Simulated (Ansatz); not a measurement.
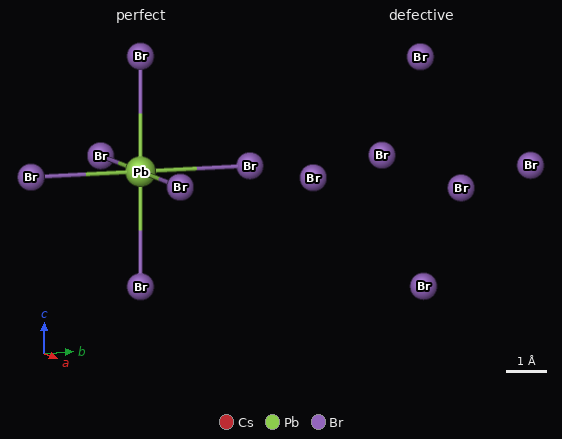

Left: perfect CsPbBr3. Right: the same region with one point defect, after relaxing the atoms in a supercell of 40 sites. Style: ball-and-stick. Shown: the atoms within 3.8 Å of one point, slightly off an axis.

The calculation used DFT, PBEsol, PAW, plane waves (Ansatz). Set-up: plane-wave cutoff 420 eV; k-point mesh 1 × 1 × 1; mesh shifted by (0.25, 0.25, 0.25); no spin polarisation. Fermi-Dirac smearing of 0.01 eV. A uniform background neutralises the charged cell. The axes drawn are those of the host's conventional cell.

> What kind of defect was made?

A lead atom is taken out (a vacancy).

The charge state of the cell is −2.

> How does the lattice respond?

Around the empty Pb site the host had 6 Br at 2.94 Å; after relaxation the nearest atoms are 6 Br at 2.92 to 2.94 Å. Of the host's atoms, a caesium atom moves furthest from its site, by 0.59 Å.

Limits of the set-up: the cell is charged, on a uniform background, and energies carry no finite-size correction.
